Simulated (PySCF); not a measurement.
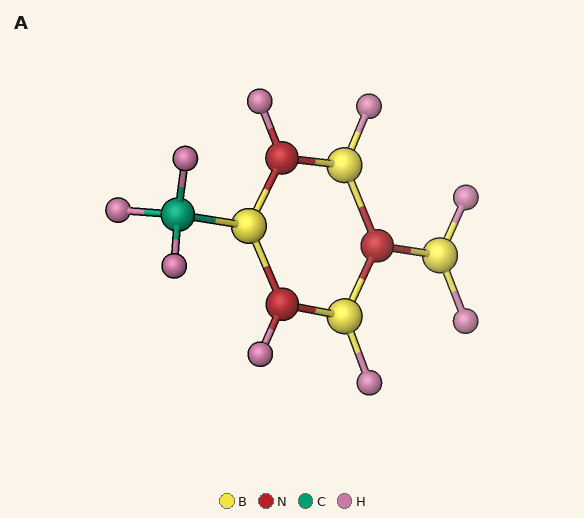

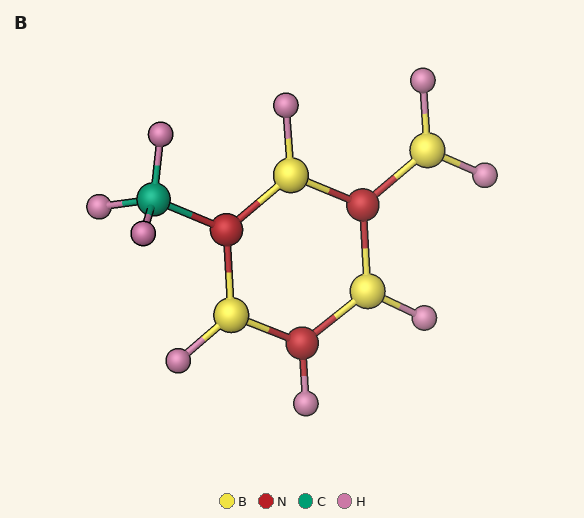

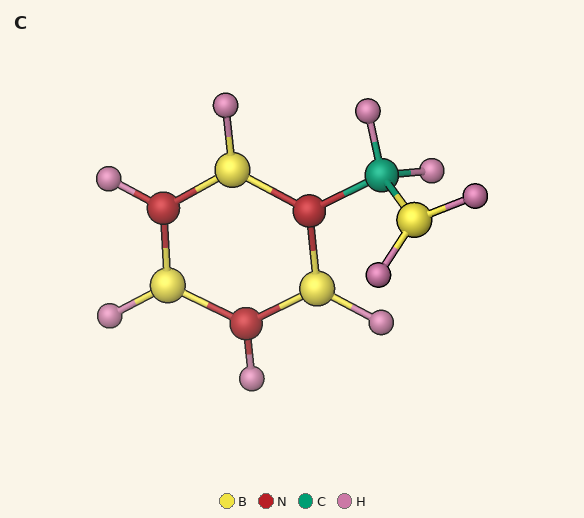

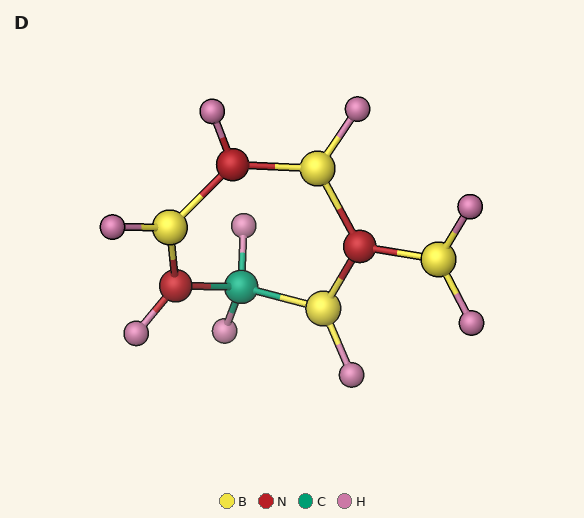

4 stationary structures of one formula. Geometries: GFN2-xTB. Electronic energies: PBE0/pcSseg-1 (PySCF 2.14.0), without zero-point energy. No frequency run is at hand to confirm each as a minimum. Each is one conformer, not always the lowest.

> How are they related?

They are constitutional isomers of CH9B4N3: A `BN1BNB(C)NB1`, B `BN1BNBN(C)B1`, C `BCN1BNBNB1`, D `BN1BCNBNB1`.

> Which structure is the most stable?

A is lowest; B lies 0.813 eV above it, C lies 1.777 eV above it, D lies 2.338 eV above it.

The geometry is semi-empirical. Around B such bond lengths and angles can be off by a tenth of an ångström or more and by several degrees, and values that hang on the shape move with them.
